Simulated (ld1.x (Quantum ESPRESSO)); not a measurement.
# Pseudopotential generation for Zn

Zinc (Zn, Z = 30), core [Ar] 3d10, reference valence 4s1.5 4p0 (an ion of charge +0.5), valence charge 2. Level asked for: ultrasoft potential, PBE, non-relativistic, made with ld1.x (Quantum ESPRESSO) 7.5.

**Input file**
```
 &input
   title='Zn', zed=30., rel=0, dft='PBE', iswitch=3,
   config='[Ar] 3d10 4s1.5 4p0',
   nld=2, rlderiv=2.50, eminld=-3.0, emaxld=5.0, deld=0.02
 /
 &inputp
   pseudotype=3, tm=.true., lloc=-1, rcloc=0.75,
   nlcc=.true., new_core_ps=.true., rcore=0.45,
   which_augfun='PSQ', rmatch_augfun=1.05,
   file_pseudopw='Zn.UPF', file_wfcaegen='ae.wfc', file_wfcncgen='nc.wfc', file_beta='beta', file_chi='chi', file_wfcusgen='us.wfc'
 /
4
4S  1  0   1.50   0.00  1.85  2.30  0.0
4S  1  0   0.00   3.65  1.85  2.30  0.0
4P  2  1   0.00   0.00  1.00  1.00  0.0
4P  2  1   0.00   0.15  1.00  1.00  0.0
 &test
   configts(1)='4s1.5 4p0'
 /
```

Hardware: 1 CPU thread, shared host.

Run as:
```bash
ld1.x < Zn.in > Zn.out
```

**The program's output**
```
     Program LD1 v.7.5
     --------------------------- All-electron run ----------------------------

     Zn

     atomic number is 30.00
     dft =PBE   lsd =0 sic =0 latt =0  beta=0.20 tr2=1.0E-14
     Exchange-correlation= PBE
                           (   1   4   3   4   0   0   0)
     mesh =1201 r(mesh) =  99.36527 a.u. xmin = -7.00 dx = 0.01250
     1 Ry =  13.60569312 eV

     n l     nl                  e(Ry)          e(Ha)          e(eV)
     1 0     1S 1( 2.00)      -691.6020      -345.8010     -9409.7250
     2 0     2S 1( 2.00)       -83.5433       -41.7717     -1136.6646
     2 1     2P 1( 6.00)       -73.6703       -36.8352     -1002.3358
     3 0     3S 1( 2.00)        -9.5248        -4.7624      -129.5913
     3 1     3P 1( 6.00)        -6.3901        -3.1950       -86.9413
     3 2     3D 1(10.00)        -1.1108        -0.5554       -15.1128
     4 0     4S 1( 1.50)        -0.7069        -0.3535        -9.6184
     4 1     4P 1( 0.00)        -0.3128        -0.1564        -4.2564

     final scf error:  7.1E-15 reached in  33 iterations

     Etot =   -3558.086440 Ry,   -1779.043220 Ha,  -48410.232209 eV

     Ekin =    3555.605413 Ry,    1777.802707 Ha,   48376.476121 eV
     Encl =   -8510.909435 Ry,   -4255.454718 Ha, -115796.821971 eV
     Eh   =    1538.651250 Ry,     769.325625 Ha,   20934.416732 eV
     Exc  =    -141.433669 Ry,     -70.716834 Ha,   -1924.303092 eV

     normalization and overlap integrals

     s(1S/1S) =  1.000000  <r> =   0.0511  <r2> =    0.0035  r(max) =   0.0338
     s(2S/2S) =  1.000000  <r> =   0.2298  <r2> =    0.0622  r(max) =   0.1918
     s(2P/2P) =  1.000000  <r> =   0.1997  <r2> =    0.0488  r(max) =   0.1532
     s(3S/3S) =  1.000000  <r> =   0.6918  <r2> =    0.5531  r(max) =   0.5983
     s(3P/3P) =  1.000000  <r> =   0.7182  <r2> =    0.6097  r(max) =   0.5983
     s(3D/3D) =  1.000000  <r> =   0.8988  <r2> =    1.0886  r(max) =   0.5620
     s(4S/4S) =  1.000000  <r> =   2.5569  <r2> =    7.5951  r(max) =   2.0623
     s(4P/4P) =  1.000000  <r> =   3.5518  <r2> =   14.9331  r(max) =   2.7492

     ------------------------ End of All-electron run ------------------------

     --------------------- Generating US pseudopotential ---------------------

      Generating local potential from pseudized AE potential:
      Matching radius rcloc =   0.7500

      Local pseudo, rcloc= 0.759 Estimated cut-off energy=    42.93 Ry

      Computing core charge for nlcc:

       r > 0.45 : true rho core
      Core charge pseudized with two Bessel functions
      Integrated core pseudo-charge :  19.93
      Wfc-us  4S rcutus= 2.279  Estimated cut-off energy=     8.79 Ry
      Wfc-us  4S rcutus= 2.279  Estimated cut-off energy=    20.02 Ry

      Wfc   4P  rcut= 0.999  Using Troullier-Martins method

      Wfc   4P  rcut= 0.999  Using Troullier-Martins method

     Q pseudized with Bessel functions
     Expected ecutrho=     285.5787 due to l1=  1   l2=  1

 %%%%%%%%%%%%%%%%%%%%%%%%%%%%%%%%%%%%%%%%%%%%%%%%%%%%%%%%%%%%%%%%%%%%%%%%%%%%%%
     Error in routine chargeps (1):
     negative rho
 %%%%%%%%%%%%%%%%%%%%%%%%%%%%%%%%%%%%%%%%%%%%%%%%%%%%%%%%%%%%%%%%%%%%%%%%%%%%%%

     stopping ...
```

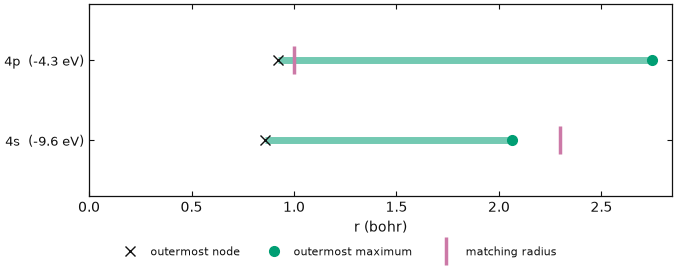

Outer shells of the all-electron reference atom: each bar runs from the outermost node (or the nucleus) to the outermost maximum of u(r); the tick is the radius chosen for the pseudo-wave. Shells without a tick have no pseudo-wave of their own. Levels, nodes and maxima are from ld1.x, non-relativistic.

- Radii against the shells: 4s: 2.30 bohr, outside the maximum; 4p: 1.00 bohr, between node and maximum.

**Outcome**

- outcome: ended with an error

**What went wrong**

The generator stopped with the message “chargeps: negative rho”. In words: the spherical valence density built from the smooth waves and the augmentation charge turned negative at some radius.
